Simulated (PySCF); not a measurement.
# C$_{2}$H$_{11}$ClOSi$_{3}$: NMR shielding calculation

- system: C$_{2}$H$_{11}$ClOSi$_{3}$, SMILES C[SiH2][SiH2]O[SiH2]CCl
- method: GIAO PBE0/pcSseg-1 NMR shielding, non-relativistic, gas phase (PySCF 2.14.0)

The geometry comes from this level: GFN2-xTB. Figures and captions count atoms from 1; the log counts them from 0 in places.

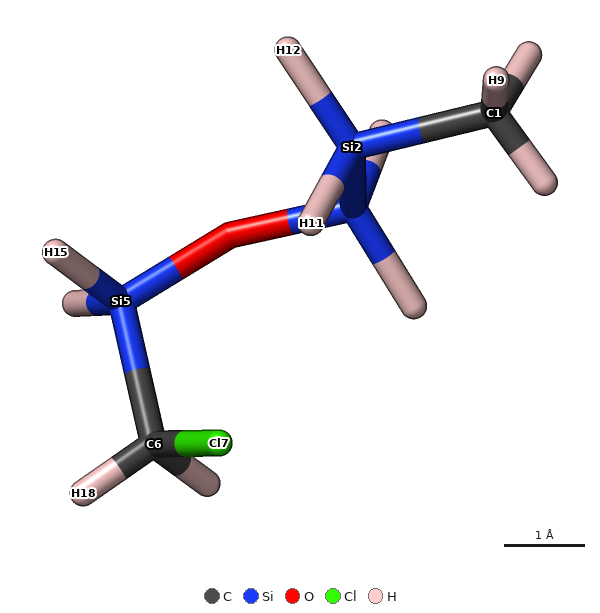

**Figure 1.** The structure (stick view, seen at a tilt; atoms are numbered from 1 in the order of the input). Bond lengths as drawn: C–Cl 1.78 Å, C–H 1.09 Å, C–Si 1.90 to 1.91 Å, H–Si 1.46 to 1.48 Å, O–Si 1.60 to 1.64 Å and Si–Si 2.31 Å.

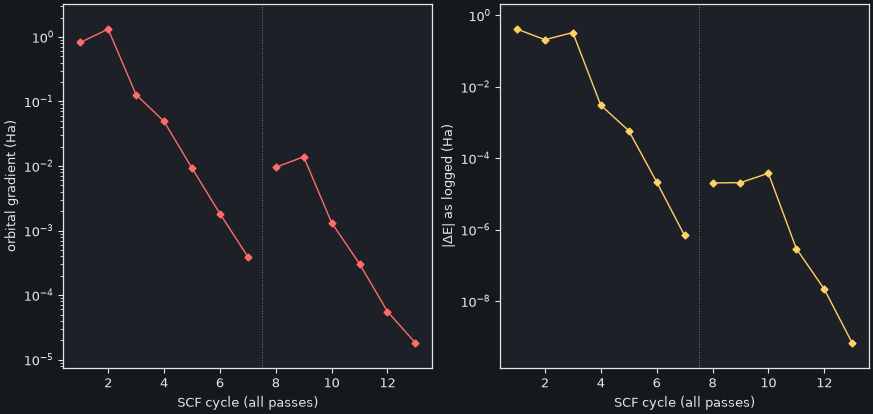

**Figure 2.** Convergence of the self-consistent field: orbital gradient and size of the energy change against the SCF cycle. The dotted line marks the change from a coarse to the final integration grid. The first 7 cycles use a coarse grid, the final grid takes over at cycle 8, and the field converges after 13 cycles in all.

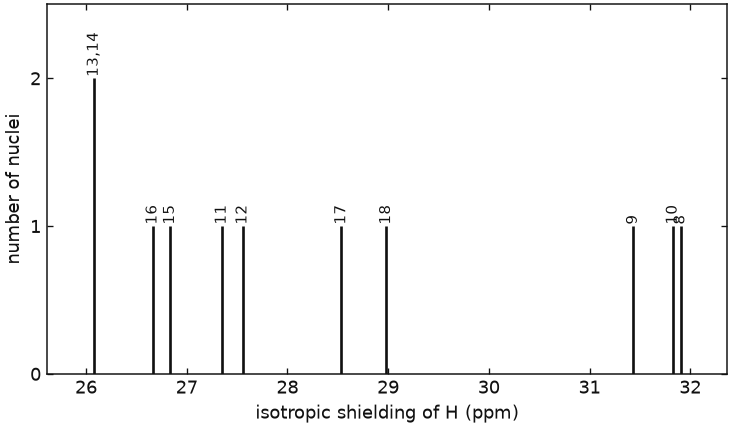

**Figure 3.** Isotropic shieldings of the hydrogen nuclei in this fixed geometry, labelled by atom number; shielding grows to the right, so chemical shift grows to the left. The least shielded is H13 (26.1 ppm), the most shielded H8 (31.9 ppm).

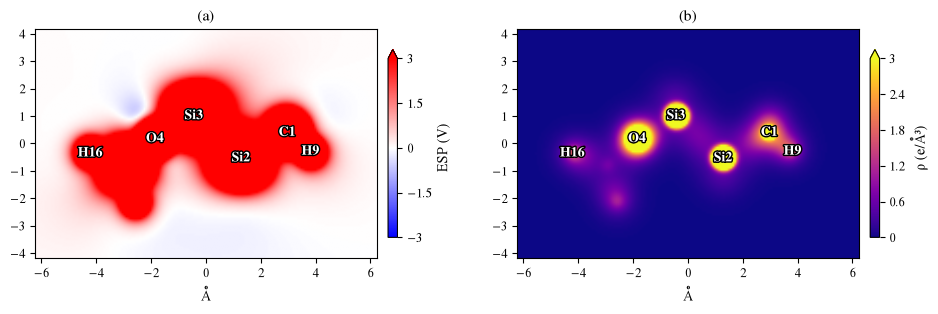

**Figure 4.** (a) electrostatic potential; (b) total electron density on the plane of atoms C1, Si2 and Si3. Atoms in the plane: C, Si, O and H. Si–O (1.64 Å): ρ is about 1.1 e/Å³ halfway.

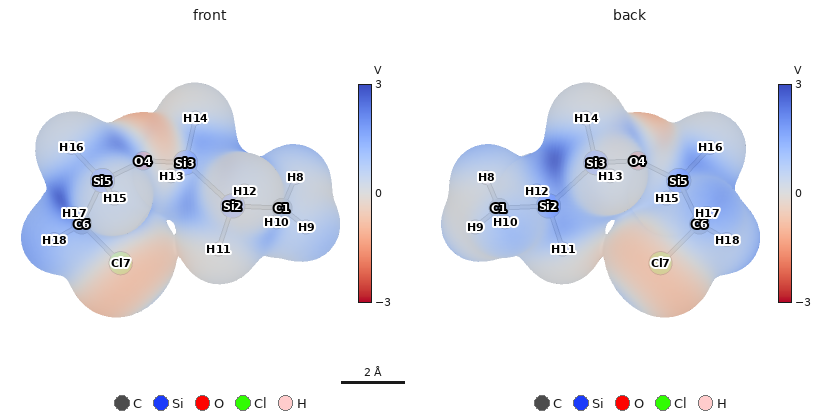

**Figure 5.** The electrostatic potential painted on the density surface at 0.004 e/bohr³, seen face on and from behind; the colour scale runs from red (negative) to blue (positive).

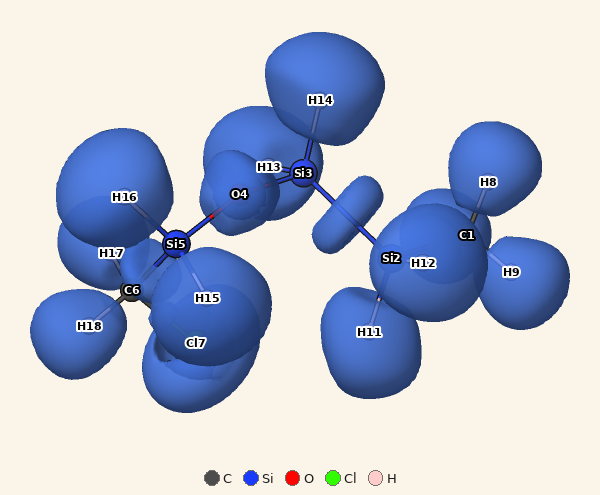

**Figure 6.** Isosurface of the ELF at 0.8 (blue), seen at an oblique angle. Only the valence region is drawn (cores and ρ < 0.01 e/Å³ removed). C–Cl (1.78 Å): the ELF peaks at about 0.90 between the atoms (a shared electron pair).

The input and output of the run follow.

Input
```
{"job": {"kind": "nmr", "xc": "PBE0", "basis": "pcSseg-1"}, "charge": 0, "multiplicity": 1}
C     -3.217078    -1.201557    -0.320107
Si    -1.841219     0.105498    -0.198575
Si    -0.268175    -0.605668     1.332217
O      0.894569     0.553348     1.432419
Si     2.105950     1.426330     0.845041
C      3.055308     0.385061    -0.447394
Cl     1.947611    -0.074481    -1.766427
H     -3.669859    -1.393609     0.648617
H     -4.006658    -0.880677    -0.992092
H     -2.834244    -2.146889    -0.694178
H     -1.328782     0.329095    -1.560899
H     -2.483069     1.379481     0.185779
H      0.441711    -1.852748     1.011166
H     -0.669352    -0.701172     2.741835
H      1.543127     2.602288     0.190364
H      3.001623     1.700035     1.964492
H      3.442452    -0.544924    -0.036198
H      3.877327     0.926907    -0.907672
```

The first line tells a small driver script what to run in PySCF; the rest is the geometry in Å.

Launched with:
```bash
OMP_NUM_THREADS=1 python <driver script> task.json out
```

Log
```
coarse grid: 16576 points
cycle   1  E = -1485.8632136508  dE =  4.147e-01  |g| = 8.204e-01  |ddm| = 3.766e+00
cycle   2  E = -1485.6545128736  dE =  2.087e-01  |g| = 1.324e+00  |ddm| = 1.832e+00
cycle   3  E = -1485.9867525284  dE = -3.322e-01  |g| = 1.276e-01  |ddm| = 1.341e+00
cycle   4  E = -1485.9898148709  dE = -3.062e-03  |g| = 4.925e-02  |ddm| = 1.584e-01
cycle   5  E = -1485.9904107054  dE = -5.958e-04  |g| = 9.311e-03  |ddm| = 4.632e-02
cycle   6  E = -1485.9904325150  dE = -2.181e-05  |g| = 1.835e-03  |ddm| = 1.170e-02
cycle   7  E = -1485.9904332041  dE = -6.891e-07  |g| = 3.951e-04  |ddm| = 2.307e-03
final grid: 140240 points
cycle   8  E = -1486.0387520390  dE = -2.043e-05  |g| = 9.556e-03  |ddm| = 1.937e-02
cycle   9  E = -1486.0387312352  dE =  2.080e-05  |g| = 1.393e-02  |ddm| = 1.707e-02
cycle  10  E = -1486.0387693315  dE = -3.810e-05  |g| = 1.323e-03  |ddm| = 1.105e-02
cycle  11  E = -1486.0387696275  dE = -2.959e-07  |g| = 3.055e-04  |ddm| = 1.282e-03
cycle  12  E = -1486.0387696492  dE = -2.173e-08  |g| = 5.566e-05  |ddm| = 2.781e-04
cycle  13  E = -1486.0387696499  dE = -6.758e-10  |g| = 1.818e-05  |ddm| = 7.723e-05
converged SCF energy = -1486.0387696499

GIAO shielding tensors (ppm)
atom      isotropic    diamagn.    paramagn.     s11        s22        s33       span
  0 C      198.841     251.859     -53.018    192.559    199.480    204.484     11.926
  1 Si     430.780     882.149    -451.370    402.791    420.965    468.583     65.792
  2 Si     371.732     880.074    -508.342    308.312    352.404    454.481    146.169
  3 O      334.829     400.697     -65.868    252.075    357.376    395.037    142.961
  4 Si     378.200     879.698    -501.498    346.504    366.076    422.020     75.516
  5 C      152.459     255.223    -102.764    132.311    142.762    182.304     49.993
  6 Cl     935.354    1150.783    -215.429    829.844    900.085   1076.134    246.290
  7 H       31.903      29.114       2.789     26.903     29.424     39.383     12.480
  8 H       31.432      27.997       3.435     26.378     28.209     39.709     13.331
  9 H       31.827      30.877       0.950     26.757     29.830     38.894     12.136
 10 H       27.347      31.747      -4.399     23.193     26.912     31.937      8.744
 11 H       27.554      30.768      -3.214     23.964     26.365     32.333      8.368
 12 H       26.069      31.014      -4.945     22.701     25.610     29.895      7.195
 13 H       26.086      29.247      -3.161     21.990     25.363     30.905      8.915
 14 H       26.834      29.765      -2.931     23.436     25.010     32.055      8.619
 15 H       26.660      27.891      -1.231     22.712     24.787     32.482      9.770
 16 H       28.535      30.933      -2.399     23.754     26.341     35.509     11.755
 17 H       28.980      28.747       0.233     22.803     27.377     36.760     13.957
```

Key numbers

```json
{"quantity": "outcome", "value": "converged"}
{"quantity": "total energy", "value": "−1486.038770 hartree"}
{"quantity": "HOMO", "value": "−7.85 eV"}
{"quantity": "LUMO", "value": "−0.54 eV"}
{"quantity": "dipole moment", "value": "0.89 D"}
{"quantity": "isotropic shielding, C", "value": "152.5 to 198.8 ppm"}
{"quantity": "isotropic shielding, Si", "value": "371.7 to 430.8 ppm"}
{"quantity": "isotropic shielding, O", "value": "334.8 ppm"}
{"quantity": "isotropic shielding, Cl", "value": "935.4 ppm"}
{"quantity": "isotropic shielding, H", "value": "26.1 to 31.9 ppm"}
{"quantity": "hardware", "value": "1 CPU thread, shared host"}
{"quantity": "wall time", "value": "64 s"}
{"quantity": "peak memory", "value": "0.91 GiB"}
```
